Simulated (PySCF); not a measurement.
**Eu(NH2)2: other functionals and bases at one geometry**

How far do other levels of theory move the description of Eu(NH2)2, and what does each cost? The species was built from a template and needn't be a known compound.

Computed with PySCF 2.14.0. Level: several levels, as the steps say, no spin–orbit coupling.

2 further runs of the same task are left out: 2 for a known fault of the program. Runs told in other sessions of the task aren't counted.

## 1. The system as given

7 atoms, charge 0, spin multiplicity 1.

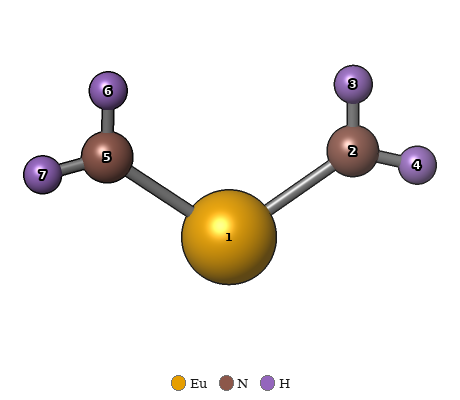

The structure; europium amber, nitrogen brown, hydrogen purple; atoms are numbered from 1 in the order of the file.

Geometry (Å):

```xyz
7
EuH4N2
Eu   -1.1453   -0.1847   -0.0115
N     0.1305   -0.0639    1.9059
H     1.1517    0.0950    1.9112
H    -0.1150   -0.1423    2.9058
N     0.1342    0.1212   -1.9070
H     1.1534    0.2918   -1.8940
H    -0.1108    0.1488   -2.9103
```

Formal oxidation states: Eu +2. Each metal's 7 4f electrons lie in its core potential, so multiplicities, spins and levels count the valence alone. An earlier session relaxed this geometry at BP86, Eu lcecp-0-SVP with ECP53, N def2-SVP, H def2-SVP (singlet, point group Cs).

At BP86 on the finer grid: E = -141.278544 Eh, frontier levels not given, since the 4f levels lie in the core, Mulliken charge on Eu1 +0.58 e, largest force component 0.018 eV/Å. 

Levels to run: M06-L; B3LYP; PBE; PBE0; BP86, TZVP; PBE0, SVP. Hardware: 2 threads of Arm Neoverse V1, shared host.

## 2. M06-L

run.py (the lines that set the calculation) reads:

```python
mol = gto.M(atom='''
Eu    -1.14528    -0.18469    -0.01151
N      0.13052    -0.06387     1.90587
H      1.15165     0.09499     1.91118
H     -0.11502    -0.14234     2.90581
N      0.13424     0.12122    -1.90705
H      1.15337     0.29179    -1.89396
H     -0.11082     0.14881    -2.91033''',
    basis={'Eu': 'lcecp-0-SVP', 'N': 'def2-SVP', 'H': 'def2-SVP'},
    ecp={'Eu': 'lcecp-0-SVP'},
    charge=0, spin=0)
mf = dft.RKS(mol, xc='M06L')
mf.grids.atom_grid = (75, 302)  # f atoms: unpruned, at least (60, 302)
mf = mf.density_fit()  # fitting sets: Eu AutoAux, N def2-universal-JKFIT, H def2-universal-JKFIT
mf.conv_tol = 1e-08; mf.max_cycle = 55
mf.kernel(dm0)  # dm0: the density of the relaxed state
```

Launch:

```
OMP_NUM_THREADS=2 python run.py
```

The program printed:

```text
init E= -141.203904791301
cycle= 1 E= -141.207957295502  delta_E= -0.00405  |g|= 0.0802  |ddm|= 0.337
cycle= 2 E= -141.202285738592  delta_E= 0.00567  |g|= 0.17  |ddm|= 0.238
cycle= 3 E= -141.209756608815  delta_E= -0.00747  |g|= 0.00675  |ddm|= 0.157
cycle= 4 E= -141.209770227129  delta_E= -1.36e-05  |g|= 0.00263  |ddm|= 0.0123
cycle= 5 E= -141.209772329294  delta_E= -2.1e-06  |g|= 0.000618  |ddm|= 0.00323
cycle= 6 E= -141.209772443922  delta_E= -1.15e-07  |g|= 0.000121  |ddm|= 0.000872
cycle= 7 E= -141.209772446282  delta_E= -2.36e-09  |g|= 8.5e-05  |ddm|= 0.000191
Extra cycle  E= -141.209772439991  delta_E= 6.29e-09  |g|= 0.000182  |ddm|= 0.000238
converged SCF energy = -141.209772439991
```

Wall time 19 s (2 threads of Arm Neoverse V1, shared host).

Read off: E = -141.209772 Eh, frontier levels not given, since the 4f levels lie in the core, Mulliken charge on Eu1 +0.81 e, largest force component 0.461 eV/Å. 

## 3. B3LYP

run.py (the lines that set the calculation), as its differences from that of step 2:

```diff
@@ -11,3 +11,3 @@
     charge=0, spin=0)
-mf = dft.RKS(mol, xc='M06L')
+mf = dft.RKS(mol, xc='B3LYP')
 mf.grids.atom_grid = (75, 302)  # f atoms: unpruned, at least (60, 302)
```

Launch:

```
OMP_NUM_THREADS=2 python run.py
```

The program printed:

```text
init E= -141.232505134609
cycle= 1 E= -141.232815289449  delta_E= -0.00031  |g|= 0.0571  |ddm|= 0.16
cycle= 2 E= -141.230261148745  delta_E= 0.00255  |g|= 0.118  |ddm|= 0.163
cycle= 3 E= -141.233689281379  delta_E= -0.00343  |g|= 0.00273  |ddm|= 0.104
cycle= 4 E= -141.233692310852  delta_E= -3.03e-06  |g|= 0.000328  |ddm|= 0.00524
cycle= 5 E= -141.233692334893  delta_E= -2.4e-08  |g|= 7.03e-05  |ddm|= 0.000353
cycle= 6 E= -141.233692335786  delta_E= -8.92e-10  |g|= 6.08e-05  |ddm|= 0.000153
Extra cycle  E= -141.233692333032  delta_E= 2.75e-09  |g|= 0.000123  |ddm|= 0.000164
converged SCF energy = -141.233692333032
```

Run time: 12 s. Hardware: 2 threads of Arm Neoverse V1, shared host.

Result: E = -141.233692 Eh, frontier levels not given, since the 4f levels lie in the core, Mulliken charge on Eu1 +0.67 e, largest force component 0.383 eV/Å. 

## 4. PBE

run.py (the lines that set the calculation), as its differences from that of step 3:

```diff
@@ -11,3 +11,3 @@
     charge=0, spin=0)
-mf = dft.RKS(mol, xc='B3LYP')
+mf = dft.RKS(mol, xc='PBE')
 mf.grids.atom_grid = (75, 302)  # f atoms: unpruned, at least (60, 302)
```

Launch:

```
OMP_NUM_THREADS=2 python run.py
```

The program printed:

```text
init E= -141.090883262991
cycle= 1 E= -141.090969301462  delta_E= -8.6e-05  |g|= 0.00349  |ddm|= 0.0389
cycle= 2 E= -141.090955247473  delta_E= 1.41e-05  |g|= 0.00833  |ddm|= 0.0119
cycle= 3 E= -141.090972263324  delta_E= -1.7e-05  |g|= 0.000689  |ddm|= 0.00805
cycle= 4 E= -141.090972394108  delta_E= -1.31e-07  |g|= 0.000135  |ddm|= 0.000978
cycle= 5 E= -141.090972400421  delta_E= -6.31e-09  |g|= 1.56e-05  |ddm|= 0.000192
Extra cycle  E= -141.090972400205  delta_E= 2.17e-10  |g|= 3.3e-05  |ddm|= 5.61e-05
converged SCF energy = -141.090972400205
```

Run time: 12 s. Hardware: 2 threads of Arm Neoverse V1, shared host.

Result: E = -141.090972 Eh, frontier levels not given, since the 4f levels lie in the core, Mulliken charge on Eu1 +0.57 e, largest force component 0.072 eV/Å. 

## 5. PBE0

run.py (the lines that set the calculation), as its differences from that of step 4:

```diff
@@ -11,3 +11,3 @@
     charge=0, spin=0)
-mf = dft.RKS(mol, xc='PBE')
+mf = dft.RKS(mol, xc='PBE0')
 mf.grids.atom_grid = (75, 302)  # f atoms: unpruned, at least (60, 302)
```

Launch:

```
OMP_NUM_THREADS=2 python run.py
```

The program printed:

```text
init E= -141.076493938381
cycle= 1 E= -141.07879326546  delta_E= -0.0023  |g|= 0.036  |ddm|= 0.235
cycle= 2 E= -141.078163088185  delta_E= 0.00063  |g|= 0.0633  |ddm|= 0.0994
cycle= 3 E= -141.079174613411  delta_E= -0.00101  |g|= 0.00312  |ddm|= 0.0572
cycle= 4 E= -141.079177781394  delta_E= -3.17e-06  |g|= 0.000504  |ddm|= 0.00561
cycle= 5 E= -141.079177848654  delta_E= -6.73e-08  |g|= 0.000122  |ddm|= 0.000517
cycle= 6 E= -141.079177852949  delta_E= -4.29e-09  |g|= 2.88e-05  |ddm|= 0.000172
Extra cycle  E= -141.079177852574  delta_E= 3.75e-10  |g|= 4.95e-05  |ddm|= 6.86e-05
converged SCF energy = -141.079177852574
```

It took 4.5 s on 2 threads of Arm Neoverse V1, shared host.

Read off: E = -141.079178 Eh, frontier levels not given, since the 4f levels lie in the core, Mulliken charge on Eu1 +0.72 e, largest force component 0.452 eV/Å. 

## 6. BP86, TZVP

Basis: Eu lcecp-0-TZVP with ECP53, N def2-TZVP, H def2-TZVP. 

run.py (the lines that set the calculation) reads:

```python
mol = gto.M(atom='''
Eu    -1.14528    -0.18469    -0.01151
N      0.13052    -0.06387     1.90587
H      1.15165     0.09499     1.91118
H     -0.11502    -0.14234     2.90581
N      0.13424     0.12122    -1.90705
H      1.15337     0.29179    -1.89396
H     -0.11082     0.14881    -2.91033''',
    basis={'Eu': 'lcecp-0-TZVP', 'N': 'def2-TZVP', 'H': 'def2-TZVP'},
    ecp={'Eu': 'lcecp-0-TZVP'},
    charge=0, spin=0)
mf = dft.RKS(mol, xc='B88,P86')
mf.grids.atom_grid = (75, 302)  # f atoms: unpruned, at least (60, 302)
mf = mf.density_fit()  # fitting sets: Eu AutoAux, N def2-universal-JKFIT, H def2-universal-JKFIT
mf.conv_tol = 1e-08; mf.max_cycle = 55
mf.kernel(dm0)  # dm0: free metal ions and neutral atoms
```

Launch:

```
OMP_NUM_THREADS=2 python run.py
```

The program printed:

```text
init E= -147.310078081532
cycle= 1 E= -136.666717030158  delta_E= 10.6  |g|= 3.85  |ddm|= 3.97
cycle= 2 E= -118.794927466848  delta_E= 17.9  |g|= 7.06  |ddm|= 7.73
cycle= 3 E= -140.710155390914  delta_E= -21.9  |g|= 1.68  |ddm|=  6.4
cycle= 4 E= -141.146367645569  delta_E= -0.436  |g|= 0.975  |ddm|= 2.56
cycle= 5 E= -141.384984057778  delta_E= -0.239  |g|= 0.397  |ddm|= 1.55
cycle= 6 E= -141.405942438408  delta_E= -0.021  |g|= 0.249  |ddm|= 0.418
cycle= 7 E= -141.419988289997  delta_E= -0.014  |g|= 0.0258  |ddm|= 0.185
cycle= 8 E= -141.420184310135  delta_E= -0.000196  |g|= 0.00405  |ddm|= 0.0281
cycle= 9 E= -141.42018827369  delta_E= -3.96e-06  |g|= 0.00121  |ddm|= 0.00475
cycle= 10 E= -141.420188689049  delta_E= -4.15e-07  |g|= 0.00028  |ddm|= 0.00183
cycle= 11 E= -141.420188708755  delta_E= -1.97e-08  |g|= 6.76e-05  |ddm|= 0.000314
cycle= 12 E= -141.42018870997  delta_E= -1.22e-09  |g|= 1.05e-05  |ddm|= 8.4e-05
Extra cycle  E= -141.420188709964  delta_E= 6.54e-12  |g|= 1.2e-05  |ddm|= 2.22e-05
converged SCF energy = -141.420188709964
```

Wall time 34 s (2 threads of Arm Neoverse V1, shared host).

Result: E = -141.420189 Eh, frontier levels not given, since the 4f levels lie in the core, Mulliken charge on Eu1 +1.09 e, largest force component 0.325 eV/Å. 

## 7. PBE0, SVP

Basis: Eu def2-SVP with ECP28, N def2-SVP, H def2-SVP. The 4f electrons are now in the valence.

run.py (the lines that set the calculation) reads:

```python
mol = gto.M(atom='''
Eu    -1.14528    -0.18469    -0.01151
N      0.13052    -0.06387     1.90587
H      1.15165     0.09499     1.91118
H     -0.11502    -0.14234     2.90581
N      0.13424     0.12122    -1.90705
H      1.15337     0.29179    -1.89396
H     -0.11082     0.14881    -2.91033''',
    basis={'Eu': 'def2-SVP', 'N': 'def2-SVP', 'H': 'def2-SVP'},
    ecp={'Eu': 'def2-SVP'},
    charge=0, spin=7)
mf = dft.UKS(mol, xc='PBE0')
mf.grids.atom_grid = (75, 302)  # f atoms: unpruned, at least (60, 302)
mf = mf.density_fit()  # fitting sets: Eu def2-universal-JKFIT, N def2-universal-JKFIT, H def2-universal-JKFIT
mf.conv_tol = 1e-08; mf.max_cycle = 55
mf.kernel(dm0)  # dm0: free metal ions and neutral atoms
```

Launch:

```
OMP_NUM_THREADS=2 python run.py
```

The program printed:

```text
init E= -828.234673192079
  HOMO = -0.0629368175812  LUMO = -0.0524818892011  gap/eV = 0.28449
cycle= 1 E= -818.982736420925  delta_E= 9.25  |g|= 2.13  |ddm|= 3.04
cycle= 2 E= -791.689280099281  delta_E= 27.3  |g|= 7.97  |ddm|= 11.6
  HOMO = -0.476897315283  LUMO = -0.17474695053  gap/eV = 8.22193
cycle= 3 E= -819.804420458876  delta_E= -28.1  |g|= 2.71  |ddm|= 11.3
  HOMO = -0.21431194098  LUMO = -0.0485929100925  gap/eV = 4.50944
cycle= 4 E= -821.931924646216  delta_E= -2.13  |g|= 0.583  |ddm|= 1.38
  HOMO = -0.159625176425  LUMO = -0.0590887912776  gap/eV = 2.73573
cycle= 5 E= -822.057224902568  delta_E= -0.125  |g|= 0.0894  |ddm|= 0.692
  HOMO = -0.151988926066  LUMO = -0.0420359311212  gap/eV = 2.99197
cycle= 6 E= -822.0604315145  delta_E= -0.00321  |g|= 0.0427  |ddm|= 0.126
  HOMO = -0.160576972996  LUMO = -0.0446460967156  gap/eV = 3.15464
cycle= 7 E= -822.061149476284  delta_E= -0.000718  |g|= 0.0102  |ddm|= 0.0351
  HOMO = -0.161795022272  LUMO = -0.0445559494595  gap/eV = 3.19024
cycle= 8 E= -822.061187667883  delta_E= -3.82e-05  |g|= 0.00308  |ddm|= 0.00929
  HOMO = -0.161846263853  LUMO = -0.0444195701906  gap/eV = 3.19534
cycle= 9 E= -822.061198256425  delta_E= -1.06e-05  |g|= 0.00166  |ddm|= 0.00805
  HOMO = -0.161920552802  LUMO = -0.0443712923718  gap/eV = 3.19868
cycle= 10 E= -822.061199658366  delta_E= -1.4e-06  |g|= 0.00142  |ddm|= 0.00299
  HOMO = -0.161962539236  LUMO = -0.0443615118993  gap/eV = 3.20009
cycle= 11 E= -822.061200228646  delta_E= -5.7e-07  |g|= 0.00111  |ddm|= 0.00127
  HOMO = -0.162087204296  LUMO = -0.0443846133135  gap/eV = 3.20285
cycle= 12 E= -822.06120087577  delta_E= -6.47e-07  |g|= 0.000456  |ddm|= 0.00252
  HOMO = -0.162200766765  LUMO = -0.0443898171784  gap/eV = 3.20580
cycle= 13 E= -822.061201026148  delta_E= -1.5e-07  |g|= 2.84e-05  |ddm|= 0.0017
  HOMO = -0.162198678954  LUMO = -0.0443854629661  gap/eV = 3.20586
cycle= 14 E= -822.061201026895  delta_E= -7.47e-10  |g|= 9.16e-06  |ddm|= 8.71e-05
  HOMO = -0.162201879907  LUMO = -0.0443858714122  gap/eV = 3.20594
Extra cycle  E= -822.06120102693  delta_E= -3.5e-11  |g|= 1.56e-05  |ddm|= 2.06e-05
converged SCF energy = -822.06120102693  <S^2> = 15.760752  2S+1 = 8.0026877
```

Run time: 50 s. Hardware: 2 threads of Arm Neoverse V1, shared host.

Read off: E = -822.061201 Eh, HOMO -4.41 eV, LUMO -1.39 eV (over both spins), ⟨S²⟩ = 15.761, Mulliken charge on Eu1 +0.80 e, largest force component 0.616 eV/Å. 

## 8. All levels side by side

| level | state | charge on Eu1 (e) | dipole (D) | largest force component (eV/Å) | basis functions | time |
| --- | --- | --- | --- | --- | --- | --- |
| BP86 (relaxed here) | singlet | 0.58 | 4.77 | 0.02 | 79 | 26 s |
| M06-L | singlet | 0.81 | 5.39 | 0.46 | 79 | 19 s |
| B3LYP | singlet | 0.67 | 5.12 | 0.38 | 79 | 12 s |
| PBE | singlet | 0.57 | 4.76 | 0.07 | 79 | 12 s |
| PBE0 | singlet | 0.72 | 5.20 | 0.45 | 79 | 4.5 s |
| BP86, TZVP | singlet | 1.09 | 5.35 | 0.33 | 133 | 34 s |
| PBE0, SVP | octet | 0.80 | 5.05 | 0.62 | 126 | 50 s |

Times are on 2 threads of Arm Neoverse V1, shared host; the first row also made further properties.

The largest leftover force, 0.62 eV/Å with PBE0, SVP, stands at a geometry relaxed at another level. The Mulliken charge on Eu spans +0.57 to +1.09 e over the levels. With 4f in the core, its levels are missing from HOMO and gap, and its count is fixed, so no charge can pass from the ligands into it. Total energies of different levels can't be compared. Spin–orbit coupling is left out throughout.
